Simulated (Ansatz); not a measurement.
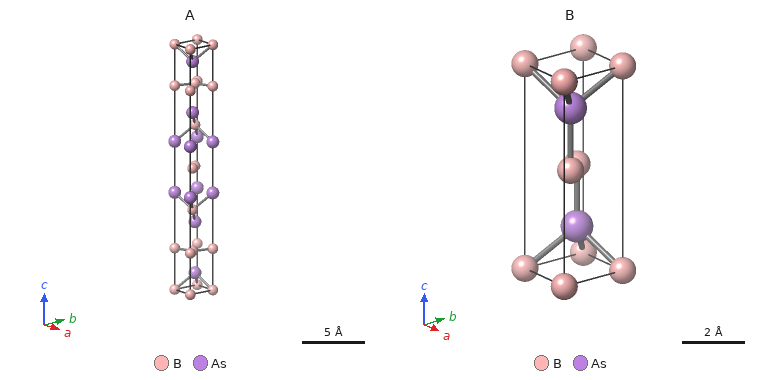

Two structures of B3As2, each relaxed to rest (conventional cells in solid outline, small ones repeated, not to one scale). Method: DFT PBE, scalar-relativistic, plane waves, PAW (Ansatz 0.2.0), without spin polarisation.

**Name structures A and B.**

A: 15 atoms a cell on a rhombohedral (trigonal R) lattice, R-3m. B: 5 atoms a cell on a primitive hexagonal lattice, P-3m1.

**Which has the lower energy, and by how much?**

B is lower, by 152 meV/atom at this level of theory (energies at zero smearing). Volumes: A 11.6, B 11.9 Å³/atom.

One or both may be structure types tried for this composition rather than known phases.
